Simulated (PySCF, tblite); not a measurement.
# C5H12O2Si: geometry, infrared bands and NMR shifts

Wanted: the infrared bands and NMR shifts of C5H12O2Si (`COC[Si@H]1CCOC1`), by calculation.

The runs use tblite 0.8.0 and PySCF 2.14.0, with density-fitted response routines of our own; the level of theory stands in each step. All values are computed, except where a source is named. Atoms count from 0, in the outputs and in this text.

### Step 1. The starting structure

20 atoms, charge 0, multiplicity 1; geometry from: force field or distance geometry start.

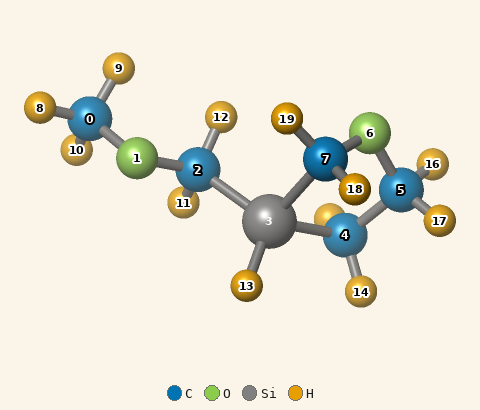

The starting geometry (carbon blue, oxygen green, silicon grey, hydrogen amber), atoms numbered.

### Step 2. Geometry optimisation with GFN2-xTB

The job: settings as JSON, then the geometry in Å.

```
{"job": {"kind": "relax", "xc": "GFN2-xTB", "basis": "xTB"}, "charge": 0, "multiplicity": 1}
C      3.392300    -0.113400     0.111100
O      2.223700     0.466700    -0.460900
C      1.212400    -0.445300    -0.175300
Si    -0.452700     0.094700    -0.834600
C     -1.669000    -1.295500    -0.423800
C     -2.524300    -0.582500     0.563900
O     -1.776200     0.345100     1.253700
C     -1.283600     1.300000     0.370300
H      4.237200     0.574500    -0.079700
H      3.184700    -0.240100     1.200600
H      3.600000    -1.093700    -0.340100
H      1.434900    -1.427300    -0.666400
H      1.119700    -0.560900     0.923400
H     -0.484100     0.508700    -2.200200
H     -2.259800    -1.427000    -1.336200
H     -1.162900    -2.198500    -0.046400
H     -2.817400    -1.351200     1.338800
H     -3.451400    -0.205100     0.138300
H     -2.073900     1.871200    -0.128300
H     -0.454800     1.906400     0.788600
```

Command:

```bash
$ OMP_NUM_THREADS=1 python probes_run.py task.json out
```

This one command runs all jobs of the session in turn.

The program printed:

```text
step      E/eV     max force
  0    -724.41562    3.055
  1    -724.68388    0.909
  2    -724.79359    0.793
  3    -724.90258    0.719
  4    -724.95896    0.580
  5    -724.99206    0.309
  6    -725.01022    0.306
  7    -725.02742    0.301
  8    -725.04109    0.259
  9    -725.05075    0.230
 10    -725.05738    0.185
 11    -725.06236    0.151
 12    -725.06643    0.146
 13    -725.06954    0.106
 14    -725.07189    0.142
 15    -725.07418    0.130
 16    -725.07679    0.132
 17    -725.07932    0.118
 18    -725.08125    0.096
 19    -725.08272    0.107
 20    -725.08429    0.101
 21    -725.08628    0.120
 22    -725.08849    0.135
 23    -725.09062    0.115
 24    -725.09275    0.102
 25    -725.09516    0.125
 26    -725.09798    0.133
 27    -725.10089    0.130
 28    -725.10340    0.098
 29    -725.10550    0.113
 30    -725.10735    0.106
 31    -725.10889    0.116
 32    -725.11009    0.114
 33    -725.11119    0.098
 34    -725.11241    0.087
 35    -725.11374    0.090
 36    -725.11498    0.087
 37    -725.11604    0.073
 38    -725.11713    0.096
 39    -725.11843    0.097
 40    -725.11979    0.114
 41    -725.12103    0.114
 42    -725.12218    0.075
 43    -725.12346    0.103
 44    -725.12501    0.102
 45    -725.12669    0.122
 46    -725.12815    0.105
 47    -725.12931    0.079
 48    -725.13041    0.083
 49    -725.13167    0.082
 50    -725.13308    0.098
 51    -725.13439    0.081
 52    -725.13555    0.101
 53    -725.13679    0.106
 54    -725.13827    0.102
 55    -725.13986    0.096
 56    -725.14116    0.081
 57    -725.14200    0.066
 58    -725.14253    0.078
 59    -725.14323    0.060
 60    -725.14446    0.050
 61    -725.14547    0.059
 62    -725.14619    0.056
 63    -725.14665    0.054
 64    -725.14716    0.054
 65    -725.14774    0.054
 66    -725.14853    0.069
 67    -725.14951    0.072
 68    -725.15042    0.062
 69    -725.15106    0.055
 70    -725.15150    0.051
 71    -725.15190    0.047
 72    -725.15230    0.044
 73    -725.15267    0.036
 74    -725.15295    0.035
 75    -725.15317    0.031
 76    -725.15338    0.034
 77    -725.15360    0.036
 78    -725.15381    0.029
 79    -725.15400    0.034
 80    -725.15418    0.036
 81    -725.15442    0.037
 82    -725.15473    0.042
 83    -725.15509    0.041
 84    -725.15537    0.043
 85    -725.15560    0.036
 86    -725.15588    0.042
 87    -725.15627    0.054
 88    -725.15670    0.045
 89    -725.15701    0.030
 90    -725.15717    0.026
 91    -725.15727    0.022
 92    -725.15737    0.020
 93    -725.15745    0.015
 94    -725.15750    0.016
 95    -725.15755    0.018
 96    -725.15761    0.018
 97    -725.15768    0.018
 98    -725.15774    0.014
 99    -725.15778    0.014
100    -725.15783    0.015
101    -725.15790    0.018
102    -725.15801    0.023
103    -725.15813    0.026
104    -725.15824    0.021
105    -725.15833    0.022
106    -725.15842    0.019
107    -725.15850    0.015
108    -725.15855    0.012
109    -725.15857    0.009
```

It took 1.4 s on 1 thread of Arm Neoverse N1, shared host.

Relaxation path: (not every step is listed)

| step | energy from step 0 (eV) | largest force (eV/Å) |
| --- | --- | --- |
| 0 | 0.0000 | 3.0552 |
| 1 | -0.2683 | 0.9086 |
| 2 | -0.3780 | 0.7928 |
| 3 | -0.4870 | 0.7192 |
| 4 | -0.5433 | 0.5801 |
| 5 | -0.5764 | 0.3094 |
| 6 | -0.5946 | 0.3057 |
| 7 | -0.6118 | 0.3010 |
| 8 | -0.6255 | 0.2593 |
| 17 | -0.6637 | 0.1181 |
| 26 | -0.6824 | 0.1334 |
| 35 | -0.6981 | 0.0901 |
| 44 | -0.7094 | 0.1021 |
| 53 | -0.7212 | 0.1057 |
| 62 | -0.7306 | 0.0560 |
| 71 | -0.7363 | 0.0474 |
| 80 | -0.7386 | 0.0356 |
| 89 | -0.7414 | 0.0301 |
| 98 | -0.7421 | 0.0144 |
| 104 | -0.7426 | 0.0207 |
| 105 | -0.7427 | 0.0218 |
| 106 | -0.7428 | 0.0193 |
| 107 | -0.7429 | 0.0153 |
| 108 | -0.7429 | 0.0116 |
| 109 | -0.7430 | 0.0090 |

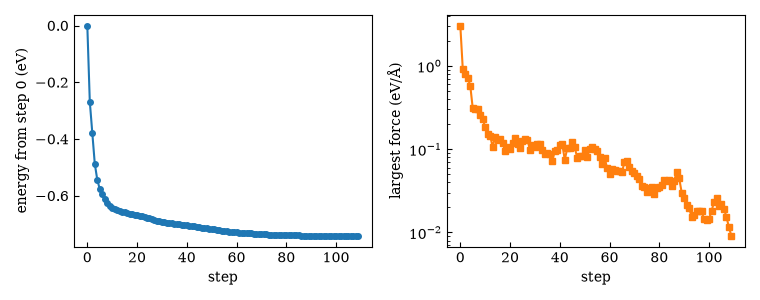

Energy and force, step by step.

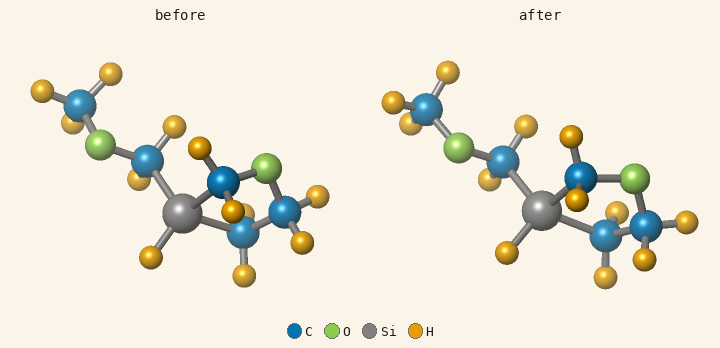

The geometry before (left) and after (right).

Close pairs (by a distance rule), those that changed most:

| bond | before (Å) | after (Å) | change (Å) |
| --- | --- | --- | --- |
| C4–C5 | 1.488 | 1.534 | +0.045 |
| Si3–H13 | 1.427 | 1.467 | +0.040 |
| C5–H16 | 1.130 | 1.092 | -0.038 |
| C2–Si3 | 1.871 | 1.905 | +0.035 |
| O6–C7 | 1.391 | 1.422 | +0.031 |
| C5–O6 | 1.377 | 1.406 | +0.029 |
| Si3–C7 | 1.896 | 1.921 | +0.025 |
| O1–C2 | 1.391 | 1.414 | +0.022 |

The end geometry stands in the next job.

### Step 3. Vibrational analysis with GFN2-xTB

The job: settings as JSON, then the geometry in Å.

```
{"job": {"kind": "ir", "xc": "GFN2-xTB", "basis": "xTB"}, "charge": 0, "multiplicity": 1}
C      3.522909     0.112430    -0.041185
O      2.195356     0.355184    -0.428679
C      1.323186    -0.718192    -0.134854
Si    -0.400119    -0.104607    -0.666764
C     -1.820913    -1.341033    -0.346959
C     -2.840766    -0.463303     0.389315
O     -2.183471     0.431162     1.251838
C     -1.183497     1.158998     0.549960
H      4.100439     0.987560    -0.332015
H      3.600424    -0.032374     1.044171
H      3.926364    -0.776536    -0.542733
H      1.633522    -1.615619    -0.687763
H      1.373370    -0.964467     0.935011
H     -0.355342     0.405754    -2.041233
H     -2.268335    -1.770153    -1.238948
H     -1.514447    -2.164085     0.298658
H     -3.520813    -1.043777     1.015690
H     -3.433082     0.100137    -0.348538
H     -1.647226     2.001110     0.018213
H     -0.512709     1.568466     1.303779
```

The program printed:

```text
mode    cm-1     km/mol
  1      37.8      0.99
  2      59.7      3.43
  3      75.8      3.94
  4     112.2      1.28
  5     197.8      4.06
  6     216.9      6.54
  7     228.6      2.15
  8     273.1      8.79
  9     348.7     13.16
 10     426.6     15.61
 11     545.3     26.58
 12     572.1     81.18
 13     633.9     75.08
 14     693.8     11.96
 15     711.1     56.47
 16     760.4     25.11
 17     772.9      3.03
 18     813.2     86.62
 19     833.8    126.41
 20     927.1     33.18
 21     958.4     21.32
 22     976.2     43.91
 23    1010.9     26.59
 24    1073.8     51.13
 25    1101.8     74.60
 26    1132.7      1.06
 27    1140.7      1.30
 28    1154.0      7.48
 29    1154.6     36.14
 30    1197.6     26.31
 31    1221.0     15.88
 32    1253.5      7.41
 33    1266.0      6.40
 34    1294.8      3.92
 35    1330.8     18.55
 36    1404.9      2.60
 37    1462.4      1.77
 38    1464.4      5.72
 39    1469.2      5.27
 40    1481.0      7.31
 41    1484.6      0.46
 42    1492.4      1.24
 43    2239.6    294.96
 44    2846.8     70.08
 45    2850.3     56.49
 46    2861.2     77.03
 47    2879.6     52.99
 48    2889.7     55.99
 49    2914.0     60.87
 50    2977.5     37.45
 51    2989.8     33.54
 52    2994.5     21.75
 53    3027.3     24.30
 54    3028.6     24.01
```

Run time: 1.3 s. Hardware: 1 thread of Arm Neoverse N1, shared host.

The strongest bands and the atoms that carry them (share of the mass-weighted mode):

| cm⁻¹ | km/mol | atoms |
| --- | --- | --- |
| 572 | 81.2 | H13 84 % |
| 634 | 75.1 | H13 71 % |
| 813 | 86.6 | H11 30 %, C2 20 %, Si3 20 %, H12 14 % |
| 834 | 126.4 | Si3 20 %, C4 15 %, H14 14 %, H19 10 % |
| 1102 | 74.6 | O1 54 %, C0 25 %, C2 17 % |
| 2240 | 295.0 | H13 97 % |
| 2847 | 70.1 | H12 46 %, H11 44 % |
| 2861 | 77.0 | H18 87 % |

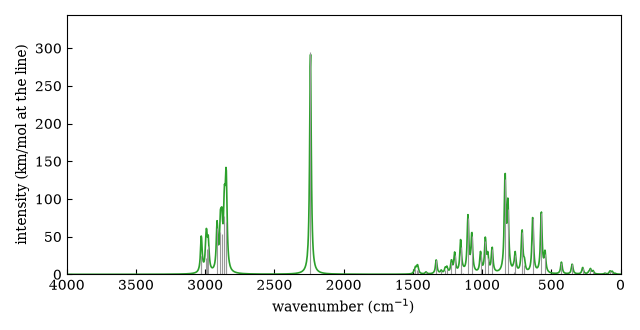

The infrared spectrum from these modes, unscaled. Lines are broadened to a width of 14 cm⁻¹ (Lorentzian).

### Step 4. Shielding tensors: PBE0/pcSseg-1

Settings changed since step 3:

```diff
@@ -1,2 +1,2 @@
-{"job": {"kind": "ir", "xc": "GFN2-xTB", "basis": "xTB"}, "charge": 0, "multiplicity": 1}
+{"job": {"kind": "nmr", "xc": "PBE0", "basis": "pcSseg-1"}, "charge": 0, "multiplicity": 1}
 C      3.522909     0.112430    -0.041185
```

With the program's defaults for keys left out, this is: GIAO PBE0/pcSseg-1 NMR shielding, non-relativistic, gas phase.

The program printed:

```text
coarse grid: 16672 points
cycle   1  E = -636.9137777582  dE =  8.911e-01  |g| = 7.353e-01  |ddm| = 3.867e+00
cycle   2  E = -636.8030758830  dE =  1.107e-01  |g| = 1.076e+00  |ddm| = 1.590e+00
cycle   3  E = -637.0188229491  dE = -2.157e-01  |g| = 9.696e-02  |ddm| = 1.043e+00
cycle   4  E = -637.0202702919  dE = -1.447e-03  |g| = 4.163e-02  |ddm| = 8.524e-02
cycle   5  E = -637.0206598719  dE = -3.896e-04  |g| = 8.799e-03  |ddm| = 3.677e-02
cycle   6  E = -637.0206738439  dE = -1.397e-05  |g| = 3.185e-03  |ddm| = 7.798e-03
cycle   7  E = -637.0206756603  dE = -1.816e-06  |g| = 5.692e-04  |ddm| = 2.302e-03
final grid: 154848 points
cycle   8  E = -637.0905129709  dE = -2.545e-05  |g| = 1.479e-02  |ddm| = 2.389e-02
cycle   9  E = -637.0904710783  dE =  4.189e-05  |g| = 2.139e-02  |ddm| = 2.088e-02
cycle  10  E = -637.0905538830  dE = -8.280e-05  |g| = 1.604e-03  |ddm| = 1.300e-02
cycle  11  E = -637.0905544562  dE = -5.731e-07  |g| = 1.799e-04  |ddm| = 1.583e-03
cycle  12  E = -637.0905544626  dE = -6.372e-09  |g| = 5.953e-05  |ddm| = 2.290e-04
cycle  13  E = -637.0905544632  dE = -6.426e-10  |g| = 3.010e-05  |ddm| = 8.659e-05
converged SCF energy = -637.0905544632

GIAO shielding tensors (ppm)
atom      isotropic    diamagn.    paramagn.     s11        s22        s33       span
  0 C      121.197     242.126    -120.929     89.496     90.231    183.864     94.368
  1 O      331.485     399.595     -68.110    316.179    332.656    345.621     29.442
  2 C      121.138     253.199    -132.061     83.961     97.645    181.808     97.847
  3 Si     359.007     881.156    -522.149    316.885    371.793    388.343     71.459
  4 C      172.536     255.668     -83.131    149.977    173.141    194.491     44.513
  5 C      114.081     244.518    -130.438     71.321    104.255    166.666     95.345
  6 O      282.524     395.742    -113.218    226.493    264.944    356.136    129.644
  7 C      125.977     252.613    -126.637     90.526    103.783    183.621     93.095
  8 H       27.812      27.804       0.008     23.755     25.044     34.636     10.881
  9 H       28.420      28.641      -0.221     24.545     26.354     34.361      9.816
 10 H       28.466      27.609       0.857     24.710     26.138     34.550      9.840
 11 H       28.276      32.288      -4.012     24.420     28.327     32.083      7.663
 12 H       28.598      33.900      -5.302     25.151     28.716     31.926      6.775
 13 H       27.259      30.019      -2.760     23.712     25.524     32.541      8.828
 14 H       30.875      30.729       0.146     26.255     27.999     38.371     12.116
 15 H       30.916      32.474      -1.558     26.114     28.855     37.779     11.666
 16 H       27.297      27.894      -0.597     21.922     26.505     33.464     11.542
 17 H       28.531      28.975      -0.444     22.604     27.786     35.202     12.598
 18 H       28.354      30.721      -2.368     23.005     27.428     34.628     11.623
 19 H       27.761      32.308      -4.548     23.604     26.837     32.841      9.237
```

It took 63 s on 1 thread of Arm Neoverse N1, shared host; peak memory 0.93 GiB.

Shifts follow as δ = σ(reference) − σ, with reference shieldings (ppm) from runs at the same level and on the same kind of geometry: ¹H TMS 31.72, ¹³C TMS 186.9, ²⁹Si TMS 349.2, ¹⁷O H2O 336.1. The references are single molecules in the gas phase, so shifts against H2O, NH3, PH3, H3PO4 or CFCl3 are not on the usual liquid scales and can be off by tens of ppm. Atoms listed in one row are averaged.

| atoms | environment | σ (ppm) | δ (ppm) | δ scaled to CDCl3 |
| --- | --- | --- | --- | --- |
| C5 | sp3 CH2 bonded to O | 114.1 | 72.8 | 69.2 |
| C2 | sp3 CH2 bonded to O and Si | 121.1 | 65.8 | 62.3 |
| C0 | methyl carbon bonded to O | 121.2 | 65.7 | 62.2 |
| C7 | sp3 CH2 bonded to O and Si | 126.0 | 60.9 | 57.6 |
| C4 | sp3 CH2 bonded to Si | 172.5 | 14.4 | 12.1 |
| H13 | hydrogen on a silicon bonded to 3 C, in a 5-membered ring | 27.26 | 4.46 | – |
| H16 | hydrogen on an sp3 CH2 bonded to O | 27.30 | 4.42 | 4.27 |
| H19 | hydrogen on an sp3 CH2 bonded to O and Si | 27.76 | 3.96 | 3.84 |
| H8, H9, H10 | hydrogen on a methyl carbon bonded to O | 28.23 | 3.48 | 3.39 |
| H11 | hydrogen on an sp3 CH2 bonded to O and Si | 28.28 | 3.44 | 3.35 |
| H18 | hydrogen on an sp3 CH2 bonded to O and Si | 28.35 | 3.36 | 3.28 |
| H17 | hydrogen on an sp3 CH2 bonded to O | 28.53 | 3.19 | 3.11 |
| H12 | hydrogen on an sp3 CH2 bonded to O and Si | 28.60 | 3.12 | 3.05 |
| H14 | hydrogen on an sp3 CH2 bonded to Si | 30.88 | 0.84 | 0.90 |
| H15 | hydrogen on an sp3 CH2 bonded to Si | 30.92 | 0.80 | 0.86 |
| O6 | ether oxygen | 282.5 | 53.6 | – |
| O1 | ether oxygen | 331.5 | 4.6 | – |
| Si3 | silicon bonded to 3 C, H, in a 5-membered ring | 359.0 | -9.8 | – |

The scaled column applies a straight-line fit of computed shieldings to shifts measured in CDCl3 (root-mean-square error 0.16 ppm for H, 1.9 ppm for C).

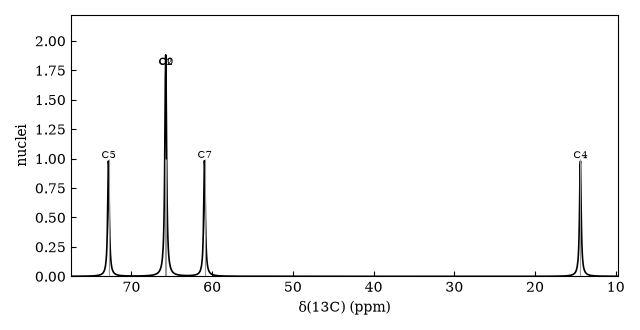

¹³C lines at the computed shifts, without couplings. Lines are broadened to a width of 0.23 ppm (Lorentzian).

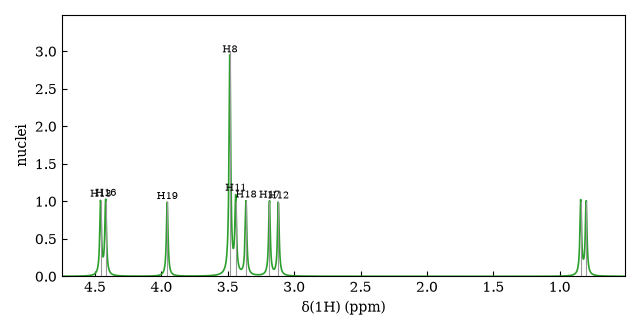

¹H lines at the computed shifts, without couplings. Lines are broadened to a width of 0.01 ppm (Lorentzian).

The run also stored atomic charges by several schemes (e):

| atoms | Mulliken | IAO | Hirshfeld | ESP fit |
| --- | --- | --- | --- | --- |
| C0 | -0.02 | -0.20 | -0.04 | -0.15 |
| O1 | -0.53 | -0.39 | -0.15 | -0.30 |
| C2 | -0.25 | -0.33 | -0.09 | -0.13 |
| Si3 | 0.84 | 0.88 | 0.36 | 0.45 |
| C4 | -0.58 | -0.57 | -0.17 | -0.26 |
| C5 | 0.06 | -0.04 | 0.00 | 0.18 |
| O6 | -0.50 | -0.39 | -0.16 | -0.38 |
| C7 | -0.25 | -0.33 | -0.09 | -0.19 |

ESP fit charges:

C0 -0.15; O1 -0.30; C2 -0.13; Si3 0.45; C4 -0.26; C5 0.18; O6 -0.38; C7 -0.19; H8 0.12; H9 0.08; H10 0.09; H11 0.07; H12 0.10; H13 -0.11; H14 0.05; H15 0.07; H16 0.04; H17 0.03; H18 0.09; H19 0.14

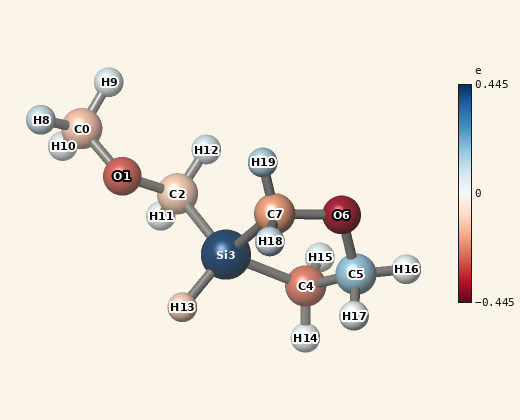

ESP fit charges, as colours on the atoms.

Mayer bond orders: C0–O1 0.93, O1–C2 0.88, C2–Si3 0.90, Si3–C4 0.90, C4–C5 1.02, C5–O6 0.94, O6–C7 0.89, C7–Si3 0.91.

Ring of atoms Si3, C4, C5, O6, C7: NICS(0) -6.2, NICS(1) -3.9, NICS(1)zz -4.8 ppm (means of both faces).

### Step 5. Summary of results

| quantity | value |
| --- | --- |
| strongest single infrared mode (GFN2-xTB) | 2240 cm⁻¹, 295 km/mol |
| zero-point energy (GFN2-xTB) | 101.9 kcal/mol |
| ¹³C shifts against TMS (PBE0/pcSseg-1) | 72.8, 65.8, 65.7, 60.9, 14.4 ppm |
| ¹H shifts against TMS (PBE0/pcSseg-1, means over atoms taken as alike) | 4.46, 4.42, 3.96, 3.48, 3.44, 3.36, 3.19, 3.12, 0.84, 0.80 ppm |
| ¹⁷O shifts against H2O (PBE0/pcSseg-1) | 53.6, 4.6 ppm |
| ²⁹Si shifts against TMS (PBE0/pcSseg-1) | -9.8 ppm |

Over 109 steps the energy fell by 0.743 eV; of the close pairs, C4–C5 changed most, 1.488 to 1.534 Å. All 54 modes are real, so the xTB geometry is a minimum. The strongest single mode, at 2240 cm⁻¹, moves mainly H13. Unscaled tight-binding wavenumbers are off by several per cent, some by more. Its intensities can rank the bands wrongly. C5 (sp3 CH2 bonded to O) lies farthest downfield among carbon, at 72.8 ppm; deshielded by the electronegative neighbour. At PBE0/pcSseg-1: The largest span, 130 ppm, is at O6, where the paramagnetic term is -113 ppm.
